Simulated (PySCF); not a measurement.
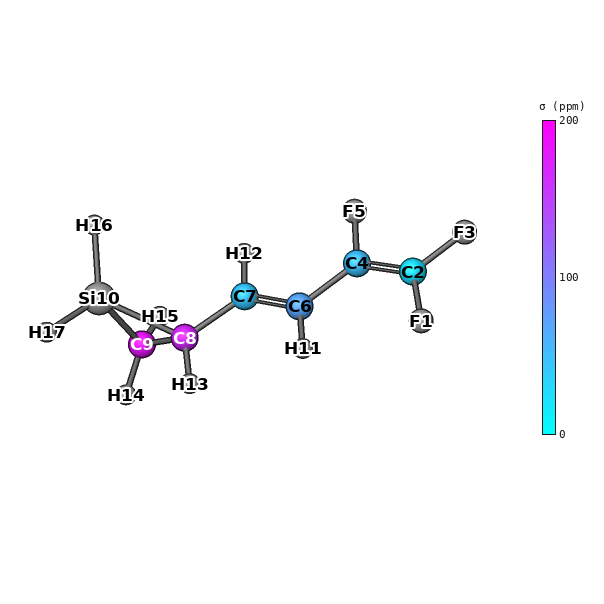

Atoms are coloured by their isotropic NMR shieldings (C only, the others grey). The computed structure is the end point of a PBE0-D3(BJ)/def2-SVP optimisation. No frequency run is at hand to confirm it as a minimum. Level of theory: GIAO PBE0/pcSseg-1 NMR shielding, non-relativistic, gas phase (PySCF 2.14.0).

Give the isotropic NMR shieldings of the C atoms atom by atom.

```tsv
atom	σ (ppm)
C2	23.8
C4	49.6
C6	68.9
C7	43.5
C8	168.0
C9	183.1
```
